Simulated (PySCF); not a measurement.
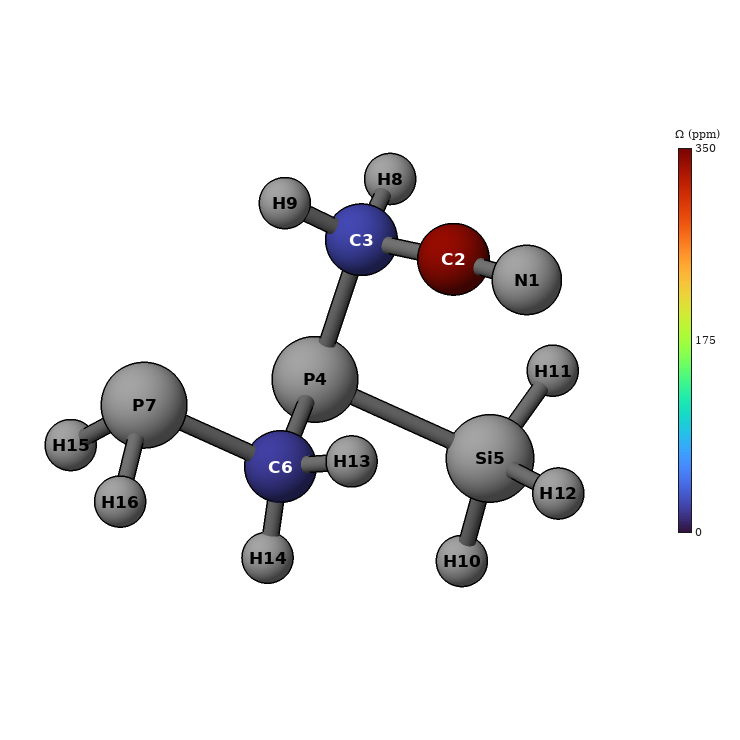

The C atoms are coloured by the span of their shielding tensor. The computed structure is the end point of a GFN2-xTB optimisation. No frequency run is at hand to confirm it as a minimum. Properties computed with GIAO PBE0/pcSseg-1 NMR shielding, non-relativistic, gas phase (PySCF 2.14.0). Principal shieldings σ11 ≤ σ22 ≤ σ33, span Ω = σ33 − σ11, skew κ = 3(σiso − σ22)/Ω.

Which C atom has the most anisotropic shielding?

Answer. C2, with a span of 339 ppm.

Give the shielding tensors of the C atoms.

```csv
atom,σ11,σ22,σ33,σiso,Ω,κ
C2,−49.2,−41.1,289.9,66.6,339.1,0.95
C3,166.0,175.2,190.9,177.4,24.9,0.26
C6,168.2,174.3,189.5,177.3,21.4,0.43
```

Shieldings and span in ppm.

The geometry is semi-empirical. Around P, Si such bond lengths and angles can be off by a tenth of an ångström or more and by several degrees, and values that hang on the shape move with them.
